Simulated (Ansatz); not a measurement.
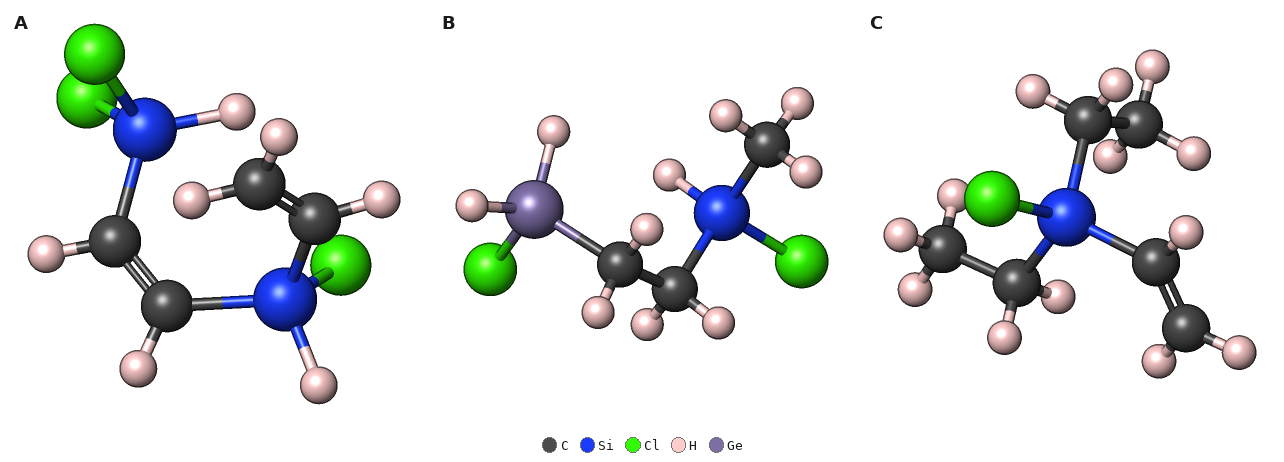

Simulated data, not a measurement (program: Ansatz).

**Match each picture to its SMILES.**
(1) C=C[Si@H](Cl)/C=C\[SiH](Cl)Cl
(2) C[Si@@H](Cl)C[CH2][GeH2][Cl]
(3) C=C[Si](Cl)(CC)CC

A is (1), B is (2), C is (3).
